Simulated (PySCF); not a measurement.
**CuH2O3: frequency calculation**

System: CuH2O3, multiplicity 4.
Method: UKS-based PBE0, Cu def2-TZVP, O def2-TZVP, H def2-TZVP; non-relativistic Hamiltonian; density fitting (PySCF 2.14.0).

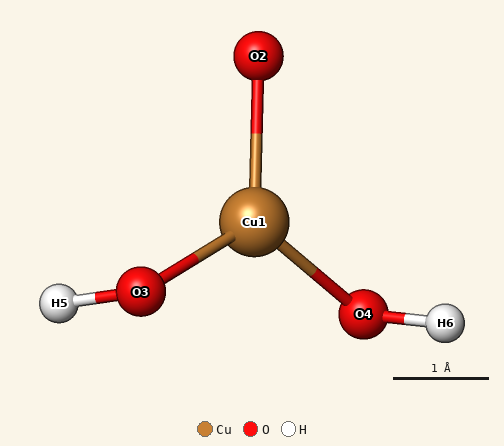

The structure as given in the input (ball-and-stick view, seen at a tilt; atoms are numbered from 1 in the order of the input). Sticks mark near contacts.

### Summary

```json
{"quantity": "outcome", "value": "converged"}
{"quantity": "total energy", "value": "−1866.873382 hartree"}
{"quantity": "⟨S²⟩", "value": "3.772"}
{"quantity": "zero-point energy", "value": "0.027311 hartree"}
{"quantity": "dipole moment", "value": "0.40 D"}
{"quantity": "wavenumbers, lowest and highest", "value": "101 and 3848 cm⁻¹"}
{"quantity": "hardware", "value": "4 threads of Intel Xeon (Granite Rapids), 16 GiB of memory available, shared host"}
{"quantity": "wall time", "value": "2.5 min (CPU time 9.1 min)"}
{"quantity": "peak memory", "value": "1.9 GiB"}
```

### Input
```python
from pyscf import gto, scf, dft
mol = gto.M(atom='''
Cu     0.000000     0.000000     0.012639
O      0.000000     0.000000     1.765915
O      1.546673     0.142779    -0.843152
O     -1.546673    -0.142779    -0.843152
H      2.000083    -0.700653    -0.952999
H     -2.000083     0.700653    -0.952999''',
    basis={'Cu': 'def2-TZVP', 'O': 'def2-TZVP', 'H': 'def2-TZVP'},
    charge=0, spin=3)
mf = dft.UKS(mol, xc='PBE0')
mf.grids.atom_grid = (75, 302)
aux = {'Cu': 'def2-universal-JKFIT', 'O': 'def2-universal-JKFIT', 'H': 'def2-universal-JKFIT'}
mf = mf.density_fit(auxbasis=aux)
mf.conv_tol = 1e-09
mf.diis_space = 10
mf.max_cycle = 60
mf.verbose = 4
mf.kernel()
```

The script is an equivalent of the set-up of the self-consistent field. The run itself was carried out by a driver, which started from the orbitals of the step before it where there was one and computed the further properties.

Launch command:
```bash
OMP_NUM_THREADS=4 python axn.py task.json out
```

### Log
```
init E= -1866.87338166318
  alpha nocc = 29  HOMO = -0.329551266909309  LUMO = -0.00795481559059397
  beta  nocc = 26  HOMO = -0.298357889890531  LUMO = -0.185464685309201
  HOMO = -0.298357889891  LUMO = -0.185464685309  gap/eV = 3.07198
cycle= 1 E= -1866.87338166315  delta_E= 2.55e-11  |g|= 1.1e-05  |ddm|= 7.06e-06
  alpha nocc = 29  HOMO = -0.329551267672974  LUMO = -0.00795483856325063
  beta  nocc = 26  HOMO = -0.2983574160006  LUMO = -0.185466827424847
  HOMO = -0.298357416001  LUMO = -0.185466827425  gap/eV = 3.07191
cycle= 2 E= -1866.87338166281  delta_E= 3.42e-10  |g|= 3.86e-05  |ddm|= 2.07e-05
  alpha nocc = 29  HOMO = -0.329551163241637  LUMO = -0.00795477975828618
  beta  nocc = 26  HOMO = -0.298357865813624  LUMO = -0.185465208985789
  HOMO = -0.298357865814  LUMO = -0.185465208986  gap/eV = 3.07197
cycle= 3 E= -1866.87338166318  delta_E= -3.63e-10  |g|= 4.67e-06  |ddm|= 1.51e-05
  alpha nocc = 29  HOMO = -0.329551296971578  LUMO = -0.00795482161193917
  beta  nocc = 26  HOMO = -0.298357872307142  LUMO = -0.185465249228656
  HOMO = -0.298357872307  LUMO = -0.185465249229  gap/eV = 3.07196
cycle= 4 E= -1866.87338166319  delta_E= -9.09e-12  |g|= 5.55e-07  |ddm|= 2.42e-06
  alpha nocc = 29  HOMO = -0.329551172006373  LUMO = -0.00795479440075297
  beta  nocc = 26  HOMO = -0.298357782441937  LUMO = -0.185465205644611
  HOMO = -0.298357782442  LUMO = -0.185465205645  gap/eV = 3.07196
Extra cycle  E= -1866.87338166318  delta_E= 2.27e-12  |g|= 9.73e-07  |ddm|= 1.33e-06
converged SCF energy = -1866.87338166318  <S^2> = 3.7715603  2S+1 = 4.0107657
```

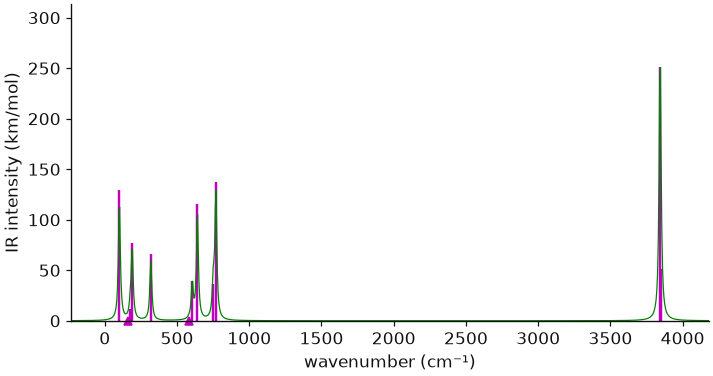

Harmonic infrared spectrum, unscaled: sticks (degenerate modes added up, dark ones marked on the axis) with a Lorentzian envelope of 16 cm⁻¹ full width, scaled to the tallest stick. 12 modes from 101 to 3848 cm⁻¹, none imaginary. The strongest line is at 3843 cm⁻¹ (251 km/mol). All modes, in cm⁻¹ (km/mol): 101 (129), 163 (0.3), 176 (12.1), 190 (76), 319 (66), 582 (0.9), 605 (40), 641 (115), 751 (37), 769 (138), 3843 (251), 3848 (51).
